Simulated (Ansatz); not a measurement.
Run report: CH3NOSi, molecular dynamics (part 1 of 2)

System: CH3NOSi.
Method: RKS PBE0-D4/def2-SVP (Ansatz 0.2.0).

Some settings of this run were made unusual or wrong on purpose. Figures and captions count atoms from 1; the log counts them from 0 in places.

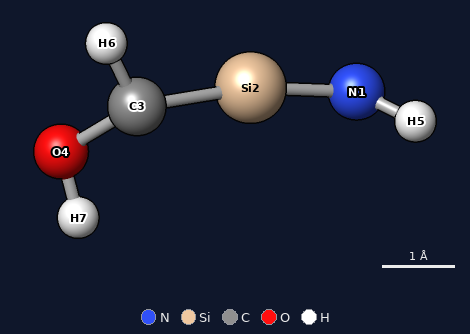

Figure 1. The structure as given in the input (ball-and-stick view, seen at a tilt; atoms are numbered from 1 in the order of the input). Bond lengths as drawn: C–H 1.09 Å, C–O 1.42 Å, C–Si 1.79 Å, H–N 1.01 Å, H–O 0.96 Å and N–Si 1.61 Å.

## Input file
```yaml
crystal:
  periodic: [false, false, false]
  atoms:
    - {symbol: N, position_ang: [-2.252630, 0.472690, -0.422800]}
    - {symbol: Si, position_ang: [-0.762340, 0.278810, 0.141280]}
    - {symbol: C, position_ang: [0.994350, 0.106200, 0.445750]}
    - {symbol: O, position_ang: [1.617560, -1.154200, 0.232600]}
    - {symbol: H, position_ang: [-2.551470, 1.161330, -1.097670]}
    - {symbol: H, position_ang: [1.342550, 0.481570, 1.410150]}
    - {symbol: H, position_ang: [1.611990, -1.346400, -0.709310]}
basis:
  gaussian: {orbitals: def2-SVP}
hamiltonian: {xc: pbe0, dispersion: d4}
md: {n_steps: 30, timestep: 3, temperature: 100, ensemble: nvt_langevin, seed: 443, friction: 0.01, initial_velocities: maxwell_boltzmann}
```

Hardware: 1 CPU thread, shared host.

Launch command:
```bash
ansatz run in.yaml --threads 1 --pin off --events-out ev --progress --plain --max-ram 4352MiB
```

## Log
```
Functional definition: PBE0
  name "PBE0"
  cite "Adamo & Barone, J. Chem. Phys. 110, 6158 (1999) doi:10.1063/1.478522"
  cite "Perdew, Burke & Ernzerhof, Phys. Rev. Lett. 77, 3865 (1996) doi:10.1103/PhysRevLett.77.3865"
  parent pbe
  parameter a = 0.25
  parameter kappa = 0.804
  parameter beta = 0.06672455060314922
  exchange = (1 - a)*pbe_x(kappa = kappa, mu = beta*pi^2/3) + a*exact_x
  correlation = pbe_c(beta = beta)
802 factors; integrals over basis functions are off by at most 3.3e-4 eV
mean field evaluation 1: about -12470.2572 eV, gradient 7.2e1 eV
mean field evaluation 2: about -12432.8283 eV, gradient 1.3e2 eV
mean field evaluation 4: about -12481.1813 eV, gradient 1.8e1 eV
mean field evaluation 8: about -12482.0778 eV, gradient 4.5e-1 eV
mean field evaluation 16: about -12482.0783 eV, gradient 3.9e-5 eV
mean field -12482.07831565 eV, -458.7079174436 hartree, gradient 3.9e-5 eV, S^2 0.000000; 0 other end points of the search recorded, 0 dependent functions left out
the calculation of the forces begins
reference -12482.07833810 eV, -458.7079182686 hartree; 19, 19 occupied and 56, 56 virtual orbitals, 802 factors
md step     0: t =     0.00 fs  T =    85.7 K  F+E_penalty+E_count = -12482.18304477 eV  E_kin = 0.077556 eV  (27 SCF iters)
these checks for a lower state are left out or cut short: starts, cluster_reference, orbital_swaps, neighbouring_geometries, increment
802 factors; integrals over basis functions are off by at most 3.4e-4 eV
mean field -12482.10748092 eV, -458.7089892475 hartree, gradient 8.7e-5 eV, S^2 0.000000; 0 other end points of the search recorded, 0 dependent functions left out
the calculation of the forces begins
reference -12482.10750329 eV, -458.7089900695 hartree; 19, 19 occupied and 56, 56 virtual orbitals, 802 factors
md step     1: t =     3.00 fs  T =   116.2 K  F+E_penalty+E_count = -12482.21213010 eV  E_kin = 0.105128 eV  (29 SCF iters, 5 dispersion substeps)
[... from here on the SCF iterations and repeated set-up lines of each step are left out, up to the last step ...]
md step     2: t =     6.00 fs  T =   152.3 K  F+E_penalty+E_count = -12482.17240229 eV  E_kin = 0.137796 eV  (32 SCF iters, 5 dispersion substeps)
md step     3: t =     9.00 fs  T =   181.5 K  F+E_penalty+E_count = -12482.19817083 eV  E_kin = 0.164210 eV  (33 SCF iters, 5 dispersion substeps)
md step     4: t =    12.00 fs  T =   151.4 K  F+E_penalty+E_count = -12481.98157366 eV  E_kin = 0.137006 eV  (33 SCF iters, 5 dispersion substeps)
md step     5: t =    15.00 fs  T =   218.7 K  F+E_penalty+E_count = -12482.27448793 eV  E_kin = 0.197925 eV  (32 SCF iters, 5 dispersion substeps)
md step     6: t =    18.00 fs  T =   241.0 K  F+E_penalty+E_count = -12482.34129256 eV  E_kin = 0.218036 eV  (31 SCF iters, 5 dispersion substeps)
md step     7: t =    21.00 fs  T =   229.4 K  F+E_penalty+E_count = -12482.11994641 eV  E_kin = 0.207531 eV  (32 SCF iters, 5 dispersion substeps)
md step     8: t =    24.00 fs  T =   332.1 K  F+E_penalty+E_count = -12481.85091335 eV  E_kin = 0.300480 eV  (32 SCF iters, 5 dispersion substeps)
md step     9: t =    27.00 fs  T =   408.5 K  F+E_penalty+E_count = -12480.01175726 eV  E_kin = 0.369614 eV  (37 SCF iters, 5 dispersion substeps)
md step    10: t =    30.00 fs  T =  1313.2 K  F+E_penalty+E_count = -12481.20802836 eV  E_kin = 1.188245 eV  (32 SCF iters, 5 dispersion substeps)
md step    11: t =    33.00 fs  T = 33307.5 K  F+E_penalty+E_count = -12472.69292036 eV  E_kin = 30.137274 eV  (36 SCF iters, 9 dispersion substeps)
md step    12: t =    36.00 fs  T = 161009.2 K  F+E_penalty+E_count = -12471.36644516 eV  E_kin = 145.684340 eV  (96 SCF iters, 29 dispersion substeps)
md step    13: t =    39.00 fs  T = 150784.8 K  F+E_penalty+E_count = -12470.82959057 eV  E_kin = 136.433136 eV  (42 SCF iters, 49 dispersion substeps)
md step    14: t =    42.00 fs  T = 143178.0 K  F+E_penalty+E_count = -12471.68108891 eV  E_kin = 129.550346 eV  (43 SCF iters, 49 dispersion substeps)
md step    15: t =    45.00 fs  T = 135218.6 K  F+E_penalty+E_count = -12471.98983134 eV  E_kin = 122.348525 eV  (38 SCF iters, 49 dispersion substeps)
md step    16: t =    48.00 fs  T = 127051.0 K  F+E_penalty+E_count = -12471.18166631 eV  E_kin = 114.958267 eV  (46 SCF iters, 49 dispersion substeps)
md step    17: t =    51.00 fs  T = 118389.1 K  F+E_penalty+E_count = -12470.54220888 eV  E_kin = 107.120802 eV  (47 SCF iters, 49 dispersion substeps)
md step    18: t =    54.00 fs  T = 110829.1 K  F+E_penalty+E_count = -12470.58360764 eV  E_kin = 100.280366 eV  (42 SCF iters, 49 dispersion substeps)
md step    19: t =    57.00 fs  T = 104709.8 K  F+E_penalty+E_count = -12470.86895966 eV  E_kin = 94.743539 eV  (41 SCF iters, 49 dispersion substeps)
md step    20: t =    60.00 fs  T = 98648.4 K  F+E_penalty+E_count = -12471.03545284 eV  E_kin = 89.259081 eV  (41 SCF iters, 49 dispersion substeps)
md step    21: t =    63.00 fs  T = 92798.4 K  F+E_penalty+E_count = -12471.46398643 eV  E_kin = 83.965844 eV  (44 SCF iters, 49 dispersion substeps)
md step    22: t =    66.00 fs  T = 86617.6 K  F+E_penalty+E_count = -12471.05266480 eV  E_kin = 78.373362 eV  (45 SCF iters, 49 dispersion substeps)
md step    23: t =    69.00 fs  T = 80877.3 K  F+E_penalty+E_count = -12470.55887734 eV  E_kin = 73.179425 eV  (39 SCF iters, 49 dispersion substeps)
md step    24: t =    72.00 fs  T = 77248.5 K  F+E_penalty+E_count = -12471.11989836 eV  E_kin = 69.895958 eV  (46 SCF iters, 49 dispersion substeps)
md step    25: t =    75.00 fs  T = 72470.8 K  F+E_penalty+E_count = -12471.07627336 eV  E_kin = 65.573012 eV  (49 SCF iters, 49 dispersion substeps)
md step    26: t =    78.00 fs  T = 67536.8 K  F+E_penalty+E_count = -12470.36312614 eV  E_kin = 61.108666 eV  (50 SCF iters, 49 dispersion substeps)
md step    27: t =    81.00 fs  T = 62928.0 K  F+E_penalty+E_count = -12469.91553601 eV  E_kin = 56.938510 eV  (52 SCF iters, 49 dispersion substeps)
md step    28: t =    84.00 fs  T = 58961.8 K  F+E_penalty+E_count = -12469.64273885 eV  E_kin = 53.349842 eV  (44 SCF iters, 49 dispersion substeps)
md step    29: t =    87.00 fs  T = 56082.1 K  F+E_penalty+E_count = -12469.99304441 eV  E_kin = 50.744241 eV  (44 SCF iters, 49 dispersion substeps)
these checks for a lower state are left out or cut short: starts, cluster_reference, orbital_swaps, neighbouring_geometries, increment
787 factors; integrals over basis functions are off by at most 4.9e-4 eV
mean field evaluation 256: about -12470.4964 eV, gradient 4.5e-1 eV
mean field -12470.50046228 eV, -458.2824391799 hartree, gradient 1.1e-5 eV, S^2 0.000000; 0 other end points of the search recorded, 0 dependent functions left out
the calculation of the forces begins
reference -12470.50051429 eV, -458.2824410913 hartree; 19, 19 occupied and 56, 56 virtual orbitals, 787 factors
787 factors; integrals over basis functions are off by at most 4.9e-4 eV
mean field evaluation 288: about -12447.5946 eV, gradient 1.4e1 eV
mean field -12470.50046228 eV, -458.2824391799 hartree, gradient 1.1e-5 eV, S^2 0.000000; 5 other end points of the search recorded, 0 dependent functions left out
the calculation of the forces begins
reference -12470.50051429 eV, -458.2824410913 hartree; 19, 19 occupied and 56, 56 virtual orbitals, 787 factors
md step    30: t =    90.00 fs  T = 53179.0 K  F+E_penalty+E_count = -12470.58095933 eV  E_kin = 48.117433 eV  (198 SCF iters, 49 dispersion substeps)
```

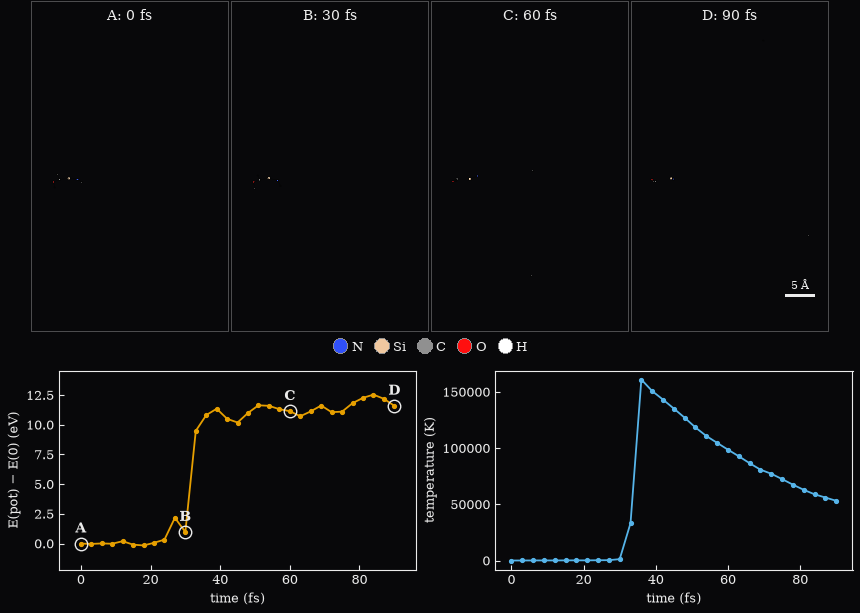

Figure 2. Frames of the molecular dynamics (ball-and-stick, seen at a tilt) above the curves, on which the letters mark them. The trajectory kept here has 31 frames over 90 fs. The temperature starts at 86 K, ranges from 86 to 161009 K and averages 87722 K over the second half. The potential energy ends 11.602 eV above its first value. After an unweighted best fit of the last frame on the first, the root-mean-square displacement is 23.66 Å, and H5 has moved furthest (39.18 Å).

```
Total energy: -12470.58101134 eV, -458.2853993035 hartree
Atom 0 at    -1.931559    -0.060969     2.050315 Å, force     2.501124    -0.006574    -3.681060 eV/Å
Atom 1 at    -0.979451    -0.052304     0.592733 Å, force    -1.209675    -0.232149     3.877832 eV/Å
Atom 2 at     1.779849    -0.098824     1.299403 Å, force    -1.482119     0.648869    -2.170093 eV/Å
Atom 3 at     1.953386     0.460509     2.282655 Å, force     0.591964     0.013509     1.093765 eV/Å
Atom 4 at    -3.111727    14.861947   -51.651496 Å, force    -0.000156    -0.001424     0.000242 eV/Å
Atom 5 at     2.404354    -0.181684     0.337367 Å, force    -0.401298    -0.423655     0.879556 eV/Å
Atom 6 at    -6.916572   -19.623790   -45.753928 Å, force     0.000160     0.001425    -0.000243 eV/Å
Dipole moment:     1.242276    -0.087377    -0.575111 e Å
```

## Trajectory as extended XYZ (Å, eV, eV/Å), 31 frames, from step=0 to step=30
```
7
Properties=species:S:1:pos:R:3:forces:R:3 step=0 time_fs=0.0 energy=-12482.18304 temperature=85.7
N    -2.2526    0.4727   -0.4228    0.9581   0.0899   0.4021
Si   -0.7623    0.2788    0.1413   -0.5248  -0.2113   0.4478
C     0.9943    0.1062    0.4457    0.2934  -1.8750  -0.5517
O     1.6176   -1.1542    0.2326   -0.4550   1.3648   0.1864
H    -2.5515    1.1613   -1.0977   -0.1543   0.1397  -0.4458
H     1.3425    0.4816    1.4102   -0.1190   0.4240   0.1282
H     1.6120   -1.3464   -0.7093    0.0016   0.0680  -0.1670
7
Properties=species:S:1:pos:R:3:forces:R:3 step=1 time_fs=3.0 energy=-12482.21213 temperature=116.2
N    -2.2575    0.4818   -0.4289    1.4441  -0.3224   0.8675
Si   -0.7658    0.2728    0.1489   -0.9138  -0.1458   0.2727
C     1.0036    0.1015    0.4366    0.3113  -1.3432   0.1636
O     1.6183   -1.1503    0.2326   -0.3737   1.2162  -0.1777
H    -2.5453    1.1189   -1.1431   -0.2768   0.4729  -0.7702
H     1.3305    0.4896    1.4255   -0.2459   0.1638  -0.4348
H     1.6315   -1.3040   -0.7209    0.0548  -0.0414   0.0789
7
Properties=species:S:1:pos:R:3:forces:R:3 step=2 time_fs=6.0 energy=-12482.17240 temperature=152.3
N    -2.2534    0.4870   -0.4299    0.0429   1.7068  -1.8869
Si   -0.7723    0.2653    0.1565   -0.5999  -0.1391   0.2657
C     1.0133    0.0880    0.4301   -0.4368  -0.8078  -0.3547
O     1.6147   -1.1414    0.2321   -0.0329   0.7710  -0.1404
H    -2.5637    1.1241   -1.2596    0.8232  -1.5841   1.9254
H     1.2936    0.5143    1.3960    0.1256   0.2335   0.1821
H     1.6547   -1.2632   -0.7236    0.0778  -0.1804   0.0087
7
Properties=species:S:1:pos:R:3:forces:R:3 step=3 time_fs=9.0 energy=-12482.19817 temperature=181.5
N    -2.2490    0.5032   -0.4434    2.0502  -1.5829   2.7651
Si   -0.7810    0.2583    0.1655   -0.7752  -0.1711   0.2121
C     1.0184    0.0699    0.4232   -1.0814   0.4729  -0.0264
O     1.6096   -1.1298    0.2311    0.4850  -0.0351  -0.2903
H    -2.5134    0.9999   -1.2178   -0.9766   1.6949  -2.7140
H     1.2639    0.5620    1.3816    0.2351  -0.1495  -0.1281
H     1.6757   -1.2371   -0.7281    0.0630  -0.2292   0.1815
7
Properties=species:S:1:pos:R:3:forces:R:3 step=4 time_fs=12.0 energy=-12481.98157 temperature=151.4
N    -2.2310    0.5091   -0.4409   -1.2867   1.9782  -3.7190
Si   -0.7917    0.2531    0.1751    0.3306  -0.2958   0.5099
C     1.0159    0.0573    0.4164   -1.4647   1.4280   0.0860
O     1.6082   -1.1171    0.2289    0.8867  -0.6943   0.1617
H    -2.5477    1.0259   -1.4174    1.2097  -1.7677   3.4154
H     1.2574    0.5973    1.3567    0.2862  -0.3627  -0.2139
H     1.6920   -1.2293   -0.7202    0.0383  -0.2857  -0.2401
7
Properties=species:S:1:pos:R:3:forces:R:3 step=5 time_fs=15.0 energy=-12482.27449 temperature=218.7
N    -2.2221    0.5264   -0.4641    0.9509  -0.7987   1.6821
Si   -0.8000    0.2462    0.1861   -0.1170  -0.2329   0.3941
C     1.0038    0.0576    0.4105   -1.4567   1.0185  -0.5839
O     1.6122   -1.1075    0.2282    1.0031  -0.9719  -0.7415
H    -2.4806    0.9029   -1.3245   -0.6233   0.9395  -1.8876
H     1.2788    0.5975    1.3126    0.3816   0.1135   0.4499
H     1.7075   -1.2468   -0.7354   -0.1384  -0.0680   0.6870
7
Properties=species:S:1:pos:R:3:forces:R:3 step=6 time_fs=18.0 energy=-12482.34129 temperature=241.0
N    -2.2094    0.5390   -0.4781    0.2532  -0.1517  -0.0006
Si   -0.8066    0.2365    0.1982   -0.2429  -0.1314   0.2772
C     0.9822    0.0653    0.4008   -0.2935   0.5667   0.0424
O     1.6212   -1.1032    0.2244    0.3855  -0.0797   1.7510
H    -2.4684    0.8624   -1.4001   -0.0254   0.2284  -0.1358
H     1.3270    0.5994    1.3071   -0.0683  -0.0466  -0.1800
H     1.7114   -1.2709   -0.6894   -0.0086  -0.3857  -1.7543
7
Properties=species:S:1:pos:R:3:forces:R:3 step=7 time_fs=21.0 energy=-12482.11995 temperature=229.4
N    -2.1955    0.5500   -0.4917   -0.6184   0.4724  -2.3468
Si   -0.8113    0.2256    0.2096   -0.5278  -0.0354   0.1551
C     0.9575    0.0758    0.3915    0.9529  -0.2494   0.1559
O     1.6323   -1.0977    0.2310    0.4026  -0.6474  -3.1282
H    -2.4580    0.8410   -1.4956    0.6936  -0.4382   2.2628
H     1.3685    0.5948    1.2836   -0.3497   0.1068  -0.2856
H     1.7239   -1.3313   -0.7901   -0.5533   0.7911   3.1867
7
Properties=species:S:1:pos:R:3:forces:R:3 step=8 time_fs=24.0 energy=-12481.85091 temperature=332.1
N    -2.1862    0.5638   -0.5193    1.8309  -1.6512   5.0229
Si   -0.8143    0.2151    0.2198   -1.4492   0.1913  -0.3239
C     0.9395    0.0819    0.3821    1.5328  -1.1245  -0.1823
O     1.6452   -1.0959    0.2216   -0.6082   2.4026   6.7848
H    -2.3904    0.7908   -1.3994   -1.0846   1.4866  -4.7139
H     1.3818    0.6021    1.2372   -0.2587   0.4476   0.1233
H     1.6922   -1.3258   -0.6160    0.0371  -1.7525  -6.7108
7
Properties=species:S:1:pos:R:3:forces:R:3 step=9 time_fs=27.0 energy=-12480.01176 temperature=408.5
N    -2.1651    0.5689   -0.5144   -1.8855   1.2188  -5.3750
Si   -0.8201    0.2068    0.2274   -0.5077  -0.0835   0.1819
C     0.9342    0.0794    0.3693    1.9700  -1.1758   0.0243
O     1.6534   -1.0825    0.2483   -0.5312  -0.7290  -5.3475
H    -2.4106    0.8709   -1.7061    1.2903  -1.1029   5.1353
H     1.3711    0.6484    1.2065   -0.1647   0.2304  -0.0580
H     1.6572   -1.4661   -1.0156   -0.1712   1.6419   5.4390
```
